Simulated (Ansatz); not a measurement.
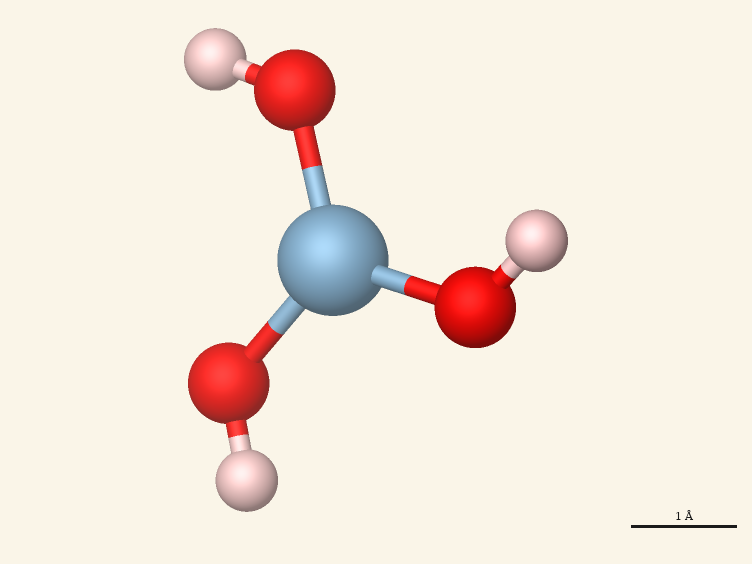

Rendered structure (ball-and-stick style). Every bond is drawn as one stick, whatever its order. Colours: aluminium light blue, oxygen red, hydrogen pink.

The computed structure is the end point of a PBE0-D4/def2-TZVP optimisation.

What does the picture show?

The molecule is AlH3O3. The point group is C3h. All atoms lie on one plane. Coordination: 1 Al trigonal planar; 3 O bent.

More results for the same structure follow; atom numbers are the same in all pictures, views and colours differ.

### Electronic properties

Properties computed with RHF-CCSD(T), frozen core/def2-TZVPP (Ansatz 0.2.0).

**Give the T1 diagnostic at this level.**

0.012.

### Vibrations

Harmonic vibrations computed with RKS PBE0-D4/def2-TZVP (Ansatz 0.2.0) at a stationary point of the same level.

**List the wavenumbers.**

15 modes: 223, 223, 284, 325, 354, 354, 637, 651, 651, 712, 945, 945, 3964, 3964, 3965 cm⁻¹.

### Charges

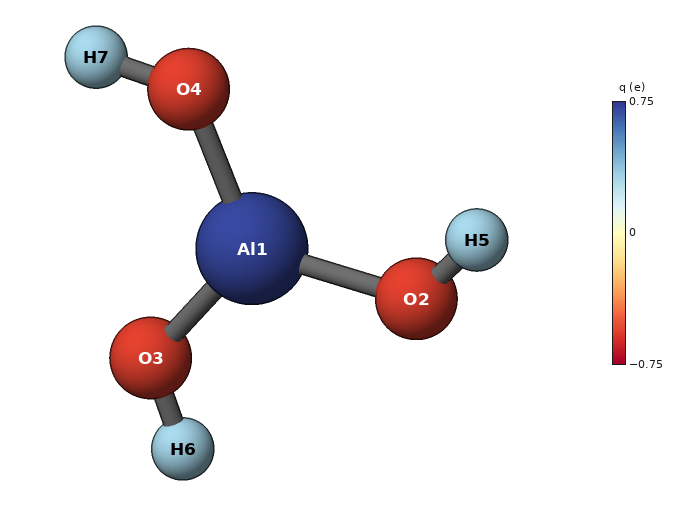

Atoms are coloured by their Mulliken charges. Properties computed with RKS PBE0-D4/def2-TZVP (Ansatz 0.2.0).

Give the Mulliken charges atom by atom.

```csv
atom,value (e)
Al1,0.71
O2,−0.56
O3,−0.56
O4,−0.56
H5,0.32
H6,0.32
H7,0.32
```

Mulliken values depend strongly on the basis set and can even reverse the polarity of a bond.
